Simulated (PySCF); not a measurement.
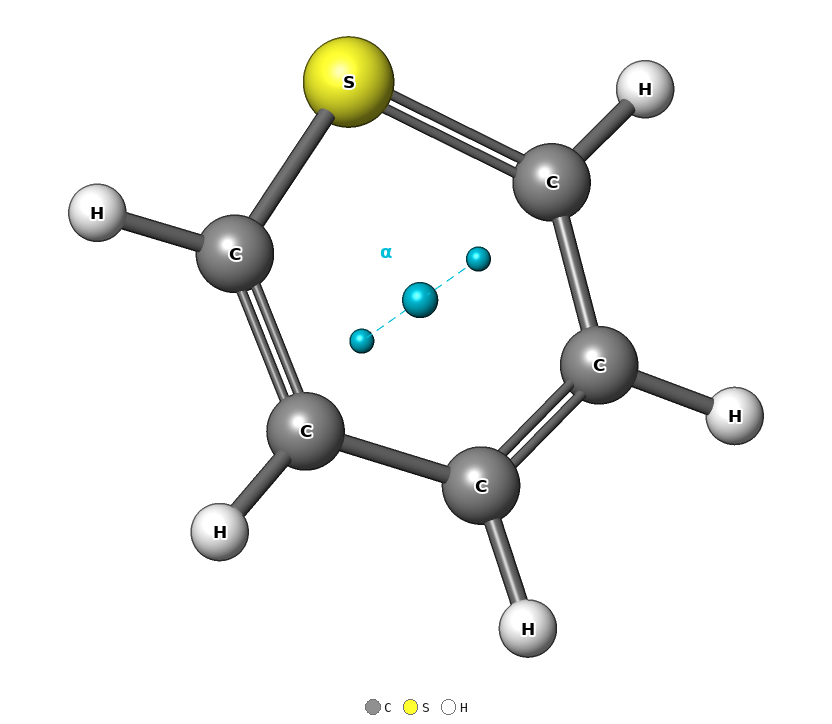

The small points mark where nucleus-independent chemical shifts (NICS) were computed: at the centre of each lettered ring and 1 Å above and below it. The species has charge +1 and is a spin singlet. Computed geometry: PBE0-D3(BJ)/def2-SVP optimisation. No frequency run is at hand to confirm it as a minimum. Level of theory: GIAO PBE0/pcSseg-1 NMR shielding, non-relativistic, gas phase (PySCF 2.14.0).

Give NICS(0), NICS(1) and the out-of-plane component NICS(1)zz for each ring (means of the two sides).

```json
{"ring": "α", "members": "C5S", "NICS(0)": "−7.6", "NICS(1)": "−10.9", "NICS(1)zz": "−26.4"}
```

Values in ppm.

What do the values say about the ring currents?

Answer. Ring α: diatropic, as in an aromatic ring. NICS is one index among several.
